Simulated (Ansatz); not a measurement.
# Electron scattering at the Σ9 (221) boundary in fcc Au with vacancy (substitutional), part 2 of 2

Aim: the relaxed structure and the specific resistance of the Σ9 (221) boundary in fcc Au with vacancy (substitutional).

Ansatz 0.2.0; Ansatz plane-wave DFT, PBE, PAW files; relaxation of a bicrystal slab with its lowest layers held; PAW set soft_1 (the session's first sound run).

So far. Step 2 (Relaxing the bicrystal): The largest force component on a free atom ends at 0.027 eV/Å, under the tolerance of 0.03, after 10 steps.

### Step 3. Transmission across the boundary

This step: Ansatz plane-wave DFT, PBE, PAW files; ballistic transport by layer matching (Landauer), zero bias; boundary relaxed in a short slab, bulk layers laid on; PAW set soft_1 (Ansatz 0.2.0).

System of this step: Σ9 (221) boundary in fcc Au with vacancy (substitutional). The cell holds 62 atoms: 62 Au. Its edges and angles: a = 2.884 Å, b = 8.651 Å, c = 50.638 Å, α = 90.0°, β = 90.0°, γ = 90.0°. It derives from Au. Regions: lower grain, 26 atoms (26 Au); boundary, 16 atoms (16 Au); upper grain, 20 atoms (20 Au). Vacuum lies along c.

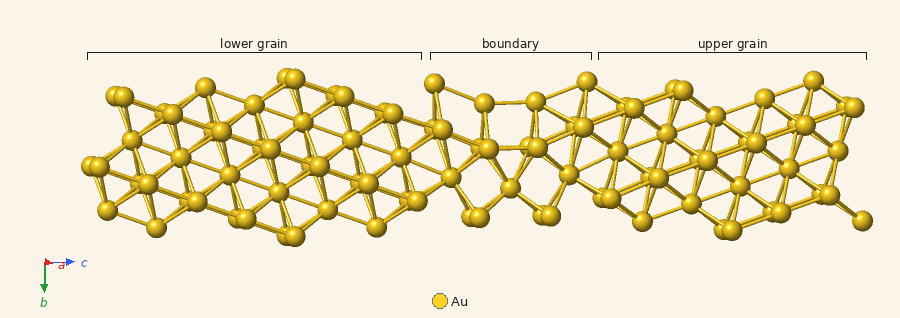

The cell of this step (gold yellow). Some periodic images of atoms are drawn too.

Contents of input.yaml:

```yaml
crystal:
  lattice:
    - [2.8837582304, 0.0, 0.0]
    - [0.0, 8.6512746911, 0.0]
    - [0.0, 0.0, 50.6377684569]
  atoms:
    - { symbol: Au, position: [-17.0, -9.4444444443, 0.0789924225] }
    - { symbol: Au, position: [-16.5, -9.1666666665, 0.0924153745] }
    - { symbol: Au, position: [-16.0, -8.8888888888, 0.1058383264] }
    - { symbol: Au, position: [-15.5, -8.611111111, 0.1192612784] }
    - { symbol: Au, position: [-15.0, -8.3333333332, 0.1326842303] }
    - { symbol: Au, position: [-14.5, -8.0555555554, 0.1461071823] }
    - { symbol: Au, position: [-14.0, -7.7777777777, 0.1595301342] }
    - { symbol: Au, position: [-13.5, -7.4999999999, 0.1729530862] }
    - { symbol: Au, position: [-13.0, -7.2222222221, 0.1863760382] }
    - { symbol: Au, position: [-12.5, -6.9444444443, 0.1997989901] }
    - { symbol: Au, position: [-12.0, -6.6666666666, 0.2132219421] }
    - { symbol: Au, position: [-11.5, -6.3888888888, 0.226644894] }
    - { symbol: Au, position: [-11.0, -6.111111111, 0.240067846] }
    - { symbol: Au, position: [-10.5, -5.8333333333, 0.253490798] }
    - { symbol: Au, position: [-10.0, -5.5555555555, 0.2669137499] }
    - { symbol: Au, position: [-9.5, -5.2777777777, 0.2803367019] }
    - { symbol: Au, position: [-9.0, -4.9999999999, 0.2937596538] }
    - { symbol: Au, position: [-8.5, -4.7222222222, 0.3071826058] }
    - { symbol: Au, position: [-8.0, -4.4444444444, 0.3206055578] }
    - { symbol: Au, position: [-7.5, -4.1666666666, 0.3340285097] }
    - { symbol: Au, position: [-7.0, -3.8888888888, 0.3474514617] }
    - { symbol: Au, position: [-6.5, -3.6111111111, 0.3608744136] }
    - { symbol: Au, position: [-6.0, -3.3333333333, 0.3742973656] }
    - { symbol: Au, position: [-5.5, -3.0555555555, 0.3877203175] }
    - { symbol: Au, position: [-5.0, -2.7777777777, 0.4011432695] }
    - { symbol: Au, position: [-4.5, -2.5, 0.4145662215] }
    - { symbol: Au, position: [0.0, 0.7777777778, 0.4279891734] }
    - { symbol: Au, position: [0.5, 0.034721124, 0.4511457057] }
    - { symbol: Au, position: [0.0, 0.3246654888, 0.4555411007] }
    - { symbol: Au, position: [0.5, 0.6305903884, 0.4694542397] }
    - { symbol: Au, position: [0.0, 0.8833303489, 0.496294665] }
    - { symbol: Au, position: [0.5, 0.1618723968, 0.5059361447] }
    - { symbol: Au, position: [0.0, 0.4472913619, 0.5064318333] }
    - { symbol: Au, position: [0.5, 0.6997492647, 0.5347016108] }
    - { symbol: Au, position: [0.0, 0.4394786053, 0.5600914484] }
    - { symbol: Au, position: [0.5, 0.1521512107, 0.562385384] }
    - { symbol: Au, position: [0.0, 0.8745686142, 0.5744085428] }
    - { symbol: Au, position: [0.5, 0.6156466172, 0.598997363] }
    - { symbol: Au, position: [0.0, 0.3111777769, 0.6104952311] }
    - { symbol: Au, position: [0.5, 0.0254494897, 0.6186555089] }
    - { symbol: Au, position: [0.0, 0.7650778064, 0.6404713415] }
    - { symbol: Au, position: [0.5, 0.4692380604, 0.6525485383] }
    - { symbol: Au, position: [-5.0, -2.8085397174, 0.6659714903] }
    - { symbol: Au, position: [-5.5, -3.0863174952, 0.6793944422] }
    - { symbol: Au, position: [-6.0, -3.364095273, 0.6928173942] }
    - { symbol: Au, position: [-6.5, -3.6418730507, 0.7062403462] }
    - { symbol: Au, position: [-7.0, -3.9196508285, 0.7196632981] }
    - { symbol: Au, position: [-7.5, -4.1974286063, 0.7330862501] }
    - { symbol: Au, position: [-8.0, -4.475206384, 0.746509202] }
    - { symbol: Au, position: [-8.5, -4.7529841618, 0.759932154] }
    - { symbol: Au, position: [-9.0, -5.0307619396, 0.773355106] }
    - { symbol: Au, position: [-9.5, -5.3085397174, 0.7867780579] }
    - { symbol: Au, position: [-10.0, -5.5863174951, 0.8002010099] }
    - { symbol: Au, position: [-10.5, -5.8640952729, 0.8136239618] }
    - { symbol: Au, position: [-11.0, -6.1418730507, 0.8270469138] }
    - { symbol: Au, position: [-11.5, -6.4196508285, 0.8404698658] }
    - { symbol: Au, position: [-12.0, -6.6974286062, 0.8538928177] }
    - { symbol: Au, position: [-12.5, -6.975206384, 0.8673157697] }
    - { symbol: Au, position: [-13.0, -7.2529841618, 0.8807387216] }
    - { symbol: Au, position: [-13.5, -7.5307619396, 0.8941616736] }
    - { symbol: Au, position: [-14.0, -7.8085397173, 0.9075846255] }
    - { symbol: Au, position: [-14.5, -8.0863174951, 0.9210075775] }
kpoints:
  mp_grid: { grid: [9, 3, 1] }
hamiltonian:
  xc: pbe
  pseudopotentials: { kind: paw, azcp: { folder: soft_1 } }
scf:
  occupations: { method: fermi_dirac, width: 0.1 }
output:
  transmission:
    leads: [[14, 15], [50, 51]]
    kmesh: [22, 8]
    e_range: [-0.1, 0.1]
    de: 0.05
  write_potential: true
  write_density: true
  volumetric_format: npy
  elf: true
```

Command:

```
ansatz run input.yaml --threads 4 --pin off --max-ram 15360MiB --backend cpu --events-out ev --progress --plain --runs-dir out
```

Numbers of over 12 decimals in the logs are rounded to 6 here.

Log:

```text
[...]
Crystal: 62 atoms, lattice volume = 1263.320 Å³
Basis set: ecut = 420 eV, 24709 PW (Γ)
Bands: 707, of which v1, the nominal top of the filled ones, is band 589 counted from 1 (588 counted from 0)
Symmetry: 2 space group operations
[...]
k-points: 10 of 27 (time reversal used)
[...]
SCF iter   1: F=—  HF=-815386.766952 eV  |F-HF|=—  |Δ(HF+E_count)|=         —  Δρ=6.16e-2  dr2=6.61e1  ethr=3.10e-3  ⟨swp⟩=5.2  Hψ=22640  notcnv=0  defer=716
[...]
SCF iter  10: F=-815371.029819 eV  HF=-815371.029819 eV  |F-HF|=1.26e-8  |Δ(HF+E_count)|=   9.80e-8  Δρ=1.28e-6  dr2=3.42e-8  ethr=8.49e-12  ⟨swp⟩=12.6  Hψ=32342  notcnv=0
SCF 1 converged in 10 iterations: F = -815371.029819 eV  dr2 = 3.42e-8
[...]
transmission: 300 of 3000 steps passed
transmission: 600 of 3000 steps passed
[...]
transmission: 3000 of 3000 steps passed
WARN: The output density's exchange-correlation potential varies sharply where the density is thin. Do not read a vacuum level from v_tot or v_xc, or from such a field of the output density. On a cell that repeats whose density bears no net charge and no dipole along the vacuum's axis use v_es (v_loc + v_h of the components); under efield.dipole_correction with no amplitude use v_es + v_field, which holds any externa [...]
SCF converged after 10 iterations
Free energy (F): -815371.029819 eV
[...]
Internal energy: -815370.509958 eV  (E = F + TS)
E sigma→0 (E₀):  -815370.769888 eV
Entropy (-TS):   -0.519861 eV (-8.385 meV/atom)
Fermi energy:    16.334239 eV
[...]
--- Band table (eV; the first three rows and the last of 10) ---
  k-point 0: bands = [... 585 lower, 14.6259, 14.6776, 14.7080, 14.7251, 14.7640, 14.7743, 14.7756, 14.9678, ... 114 higher]
  k-point 1: bands = [... 585 lower, 14.6899, 14.7022, 14.7163, 14.7175, 14.7481, 14.7915, 14.8554, 15.0224, ... 114 higher]
  k-point 2: bands = [... 585 lower, 14.7215, 14.7611, 14.8215, 14.8557, 14.9713, 15.1277, 15.1698, 15.3676, ... 114 higher]
  k-point 9: bands = [... 585 lower, 17.3004, 17.3240, 17.3741, 17.4104, 17.5361, 17.5981, 17.6272, 17.7429, ... 114 higher]
--- Transmission ---
  basis      : 221 plane waves across, 50 finite elements along
  points     : 60, standing for a mesh of 22 x 8
  energies   : 5 from -0.100000 to 0.100000 eV about the Fermi level, 0.050000 eV apart; the leads are filled to 0.000000 eV, and channels, transmission and decay are at 0.000000 eV
  crystal 0  : Au4, at the sites [14, 15], period 2.7188 Å, over 18.35 Å; its Hamiltonian steps by up to 50.1 meV: too much for a lead, lay more layers or, if its atoms are ordered, name the step of that order
    offset         : up to 0.0000 Å between an atom of the period and one for which it stands
    channels       : 2.903409e0 a spin
    conductance    : none, the energies end too early or step too widely for 300 K: set another output.transmission.e_range or a lower de, or, where they end at an eighth of basis.ecutwfc, a higher one
[...]
channels       : 2.903409e0 a spin
[...]
junction   : crystal 0 to crystal 1, 13.18 to 37.46 Å
    transmission   : 2.198091e0 a spin
[...]
```

It took 48 min on 4 threads of Arm Neoverse N1, shared host; peak memory 10 GiB; 3 h of CPU time.

This step gave:

* free energy: -815371.0298 eV
* energy at zero smearing: -815370.7699 eV
* Fermi energy: 16.33 eV
* cell area: 24.95 Å²
* transmission per spin nearest the Fermi level: 2.198
* open channels per spin nearest the Fermi level: 2.903
* open channels per spin, upper lead: 2.903
* step of the lead's potential: 50.1 meV
* step of the upper lead's potential: 47.4 meV

Per spin. Transmission, zone mean against energy, zero at the Fermi level:

```tsv
energy (eV)	transmission, zone mean
-0.1000	2.20
-0.0500	2.19
0.0000	2.20
0.0500	2.19
0.1000	2.20
```

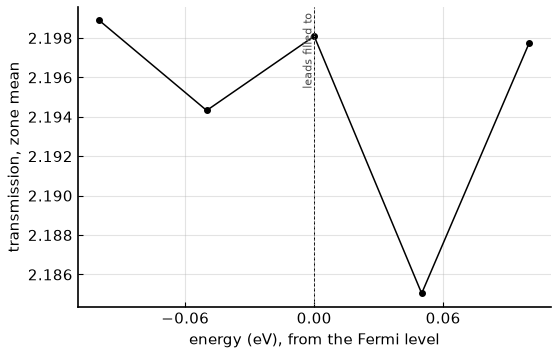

Transmission, zone mean against energy.

Per spin. Table of open channels, zone mean by energy, zero at the Fermi level:

```tsv
energy (eV)	lead	upper lead
-0.1000	2.84	2.84
-0.0500	2.86	2.84
0.0000	2.90	2.90
0.0500	2.88	2.87
0.1000	2.86	2.86
```

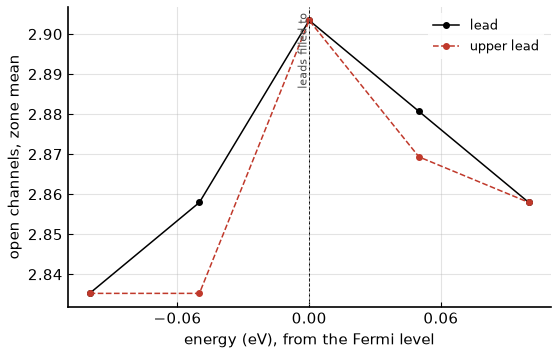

Open channels, zone mean against energy.

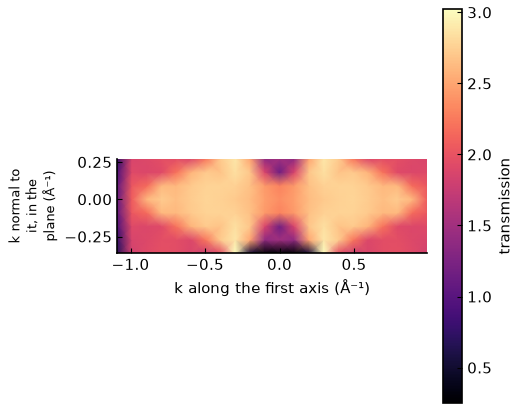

Transmission over k1 and k2. At 0.0000 eV from the Fermi level.

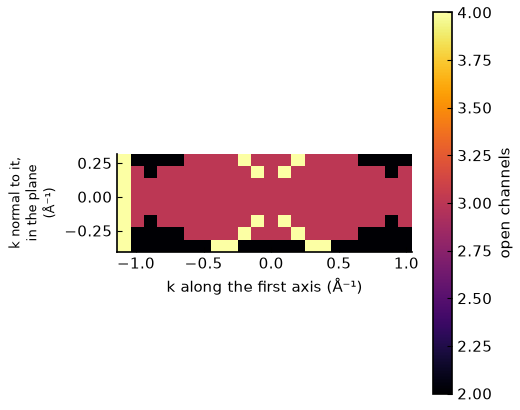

Open channels over k1 and k2. At 0.0000 eV from the Fermi level.

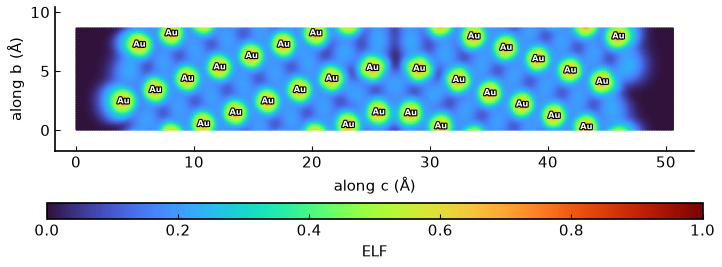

ELF in the cb plane at fractional x = 0.000, with atoms of Au within 0.2 Å of it. It is the smooth field of the valence electrons, not physical close to the nuclei. The map starts off the cell's origin, so that atoms lie inside it.

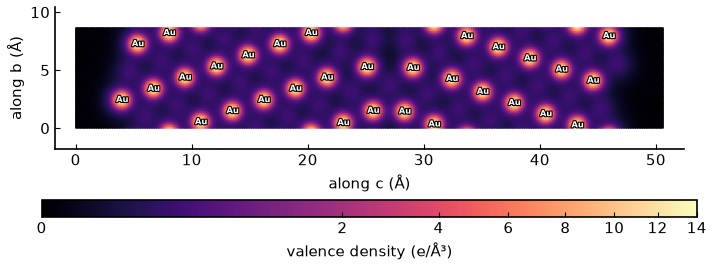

Valence density in the cb plane at fractional x = 0.000, with atoms of Au within 0.2 Å of it. It is the smooth field of the valence electrons, not physical close to the nuclei. The map starts off the cell's origin, so that atoms lie inside it. The colour scale is stretched toward low values.

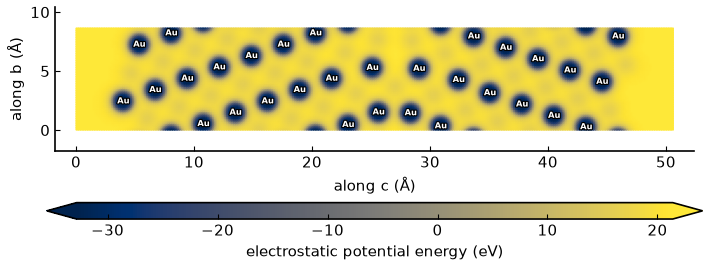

Electrostatic potential energy in the cb plane at fractional x = 0.000, with atoms of Au within 0.2 Å of it. With pseudopotentials it is smooth inside the atoms' cores, unlike the true potential. The map starts off the cell's origin, so that atoms lie inside it.

Over the solved energies the transmission per spin lies between 2.19 and 2.20, out of 2.87 channels of the lead on average (up to 2.90). The log calls the step of a lead's potential too much.

### Step 4. Specific resistance

This step: Ansatz plane-wave DFT, PBE, PAW files; ballistic transport by layer matching (Landauer), zero bias; specific resistance of the boundary; PAW set soft_1 (Ansatz 0.2.0).

This step gave:

| Item | Value |
| --- | --- |
| area resistance | 0.3426 fΩ m² |
| T over the leads' mean channel count | 0.7664 |

Averaged over the energies near the Fermi level, 76.6 % of the channels pass, which makes 0.343 fΩ m².

By hand, with T and the leads' channels N averaged over the energies near the Fermi level: RA = A (h/2e²)(1/T − ½[1/N₁ + 1/N₂]) = 24.95×10⁻²⁰ m² × 12 906 Ω × (1/2.195 − ½[1/2.867 + 1/2.860]) = 0.343 fΩ m².

### Step 5. Summary of results

```json
{
 "specific resistance of the boundary": "0.343 fΩ m²",
 "share of channels that pass": "0.766"
}
```

In words: The boundary has a specific resistance of 0.34 fΩ m². The boundary reflects 23 % of the channels; 0.34 fΩ m² is 3.4×10⁻¹² Ω·cm². That equals the resistance of 15 nm of bulk Au at 300 K (measured 2.271 µΩ cm, CRC Handbook of Chemistry and Physics, 84th ed., 2003, Electrical Resistivity of Pure Metals). One vacancy in 24.9 Å² of boundary is a high coverage. In the relaxation the upper grain slid sideways by about 0.3 Å, so the result belongs to the position that it found, not to the starting one. Each plane of this narrow cell holds one atom, so the vacancy takes out a whole plane, and the boundary may close into another structure. One starting structure was relaxed; another shift or atom count at the boundary may lie lower. Spin-orbit coupling is left out, which matters for Au. A lead's potential steps by up to 50 meV from period to period, which the log calls too much, so longer leads could move the result.

[Logs are printed without paths, hosts, clocks, repeated set-up lines and the standing remarks that a program may print on its own settings, such as how far it seeks lower states.]

[Hosts, paths, dates, database ids (printed as entryN), source tags and the programs' standing remarks are cut or masked in the printed files.]
